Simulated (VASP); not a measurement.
Band structure of Ru (hcp). Level of theory: optB86b-vdW, VASP's PBE PAW potentials (set 64) (plane waves; VASP 6.6.1).

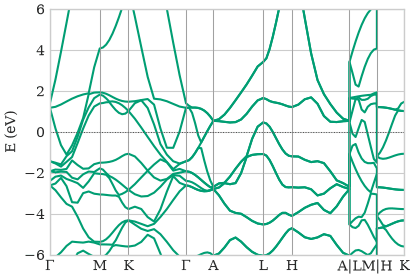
Bands along high-symmetry lines, zero at the valence-band maximum or, without a gap, the Fermi level

**Question.** Read the plot: is there a gap, and where are the band edges?

**Answer.** It has no gap at this level: it comes out as a metal or semimetal. (Edges off the drawn lines would not show.)

The compound is Ru in the hcp structure. It was relaxed first.
